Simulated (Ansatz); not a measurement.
```tsv
atom	x (Å)	y (Å)	z (Å)
Sn	-0.2063	-0.1888	-0.1076
H	-0.0811	-0.1320	1.6154
Cl	2.0362	-0.3227	-0.8722
H	-0.9102	1.1884	-0.7942
H	-0.9438	-1.6363	-0.6206
O	1.2825	2.0651	1.5347
H	2.1576	1.8731	1.2269
H	1.0342	1.3010	2.0757
```

Core potentials replace the inner electrons of Sn; not at a stationary point (largest force 1.5 eV/Å).

The calculation used RHF/def2-SVP (Ansatz 0.2.0).

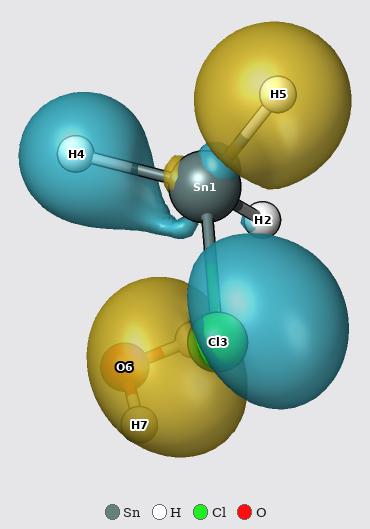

ClH$_{3}$Sn···H$_{2}$O. The HOMO at ±0.1 Å⁻³ᐟ² (yellow and cyan are the two phases), seen at an oblique angle.

**Where does this orbital lie, and at what energy?**

Its weight (Hirshfeld) is mainly on Cl3 (about 65 %), Sn1 (about 15 %), H5 (about 10 %) and H4 (about 5 %). Its energy is −11.74 eV.
